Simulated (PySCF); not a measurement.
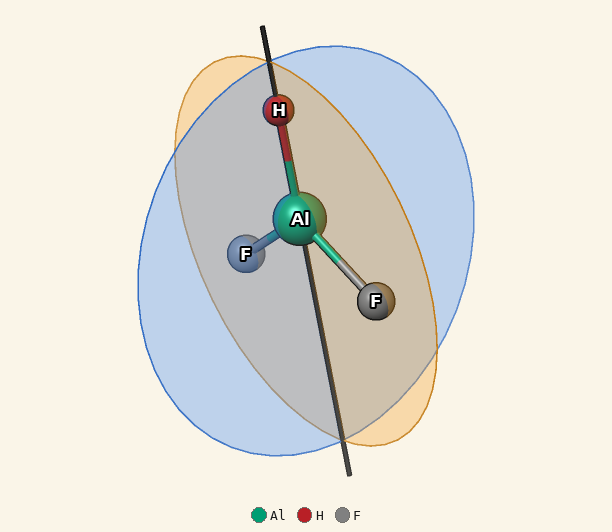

All proper rotation axes (lines) and mirror planes (discs) of the structure are drawn in. Distant atoms are faded towards the background colour. The geometry was computed by an optimisation with PBE0-D4/def2-TZVP. No frequency run is at hand to confirm it as a minimum.

Question: Name the symmetry elements and the point group.

Answer: It has 1 C2 axis and 2 mirror planes. Point group C2v. The group has 4 operations. The geometry is achiral, and symmetry allows a dipole moment.
